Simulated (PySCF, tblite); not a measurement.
# C₄H₇FOSi: geometry, infrared bands and NMR shifts

Wanted: the infrared bands and NMR shifts of C₄H₇FOSi (`O=C(/C=C/F)C[SiH3]`), by calculation.

Programs: tblite 0.8.0 and PySCF 2.14.0, with density-fitted response routines of our own. Each step states its level of theory. These are calculated values for one molecule in the gas phase, unless marked as measured. Atoms are numbered from 0 throughout.

## (1) The molecule as given

14 atoms, charge 0, multiplicity 1; geometry from: force field or distance geometry start.

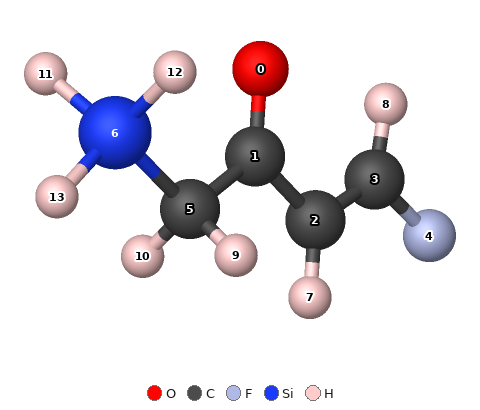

As it starts; oxygen red, carbon dark grey, fluorine light blue, silicon blue, hydrogen pink, atoms numbered.

## (2) Geometry optimisation with GFN2-xTB

The job: settings as JSON, then the geometry in Å.

```
{"job": {"kind": "relax", "xc": "GFN2-xTB", "basis": "xTB"}, "charge": 0, "multiplicity": 1}
O      0.562800     0.632800    -1.327900
C      0.412900     0.114400    -0.236200
C      1.617500    -0.267800     0.586100
C      2.829300    -0.019500     0.101200
F      3.925200    -0.355800     0.825600
C     -0.927900    -0.201100     0.395200
Si    -2.425800     0.256500    -0.589000
H      1.465200    -0.721400     1.553400
H      3.095700     0.423500    -0.836100
H     -0.971500     0.319600     1.365600
H     -0.954900    -1.279400     0.597900
H     -2.487700    -0.492600    -1.868300
H     -2.510400     1.719500    -0.808100
H     -3.630900    -0.129000     0.188600
```

The run is started by

```bash
> OMP_NUM_THREADS=1 python probes_run.py task.json out
```

One launch serves the whole session: the jobs run in the order shown.

**Question.** This job is followed by: GFN2-xTB harmonic vibrations, gas phase; GIAO PBE0/pcSseg-1 NMR shielding, non-relativistic, gas phase. Predict these results of the whole session: strongest single infrared mode (GFN2-xTB); zero-point energy (GFN2-xTB); ¹³C shifts against TMS (PBE0/pcSseg-1); ¹H shifts against TMS (PBE0/pcSseg-1, means over atoms taken as alike); ¹⁷O shifts against H2O (PBE0/pcSseg-1); ¹⁹F shifts against CFCl3 (PBE0/pcSseg-1); ²⁹Si shifts against TMS (PBE0/pcSseg-1).

As calculated:

| quantity | value |
| --- | --- |
| strongest single infrared mode (GFN2-xTB) | 794 cm⁻¹, 429 km/mol |
| zero-point energy (GFN2-xTB) | 58.8 kcal/mol |
| ¹³C shifts against TMS (PBE0/pcSseg-1) | 205.1, 176.3, 116.6, 31.8 ppm |
| ¹H shifts against TMS (PBE0/pcSseg-1, means over atoms taken as alike) | 8.05, 6.28, 3.88, 2.24 ppm |
| ¹⁷O shifts against H2O (PBE0/pcSseg-1) | 616.2 ppm |
| ¹⁹F shifts against CFCl3 (PBE0/pcSseg-1) | -107.1 ppm |
| ²⁹Si shifts against TMS (PBE0/pcSseg-1) | -82.4 ppm |

What this shows: Over 47 steps the energy fell by 0.158 eV; of the close pairs, C5–Si6 changed most, 1.850 to 1.911 Å. No mode is imaginary among the 36: a minimum at this level. The strongest single mode, at 794 cm⁻¹, moves mainly H13, H12 and H11. GFN2-xTB is a fitted tight-binding method: band positions and strengths are rough. Its intensities can rank the bands wrongly. The most deshielded carbon is C1 (ketone carbonyl carbon), at 205.1 ppm: the double bond to the heteroatom, with no lone-pair donor beside it, deshields it most. At PBE0/pcSseg-1: Shielding is most anisotropic at O0 (span 1169 ppm, paramagnetic term -683 ppm).
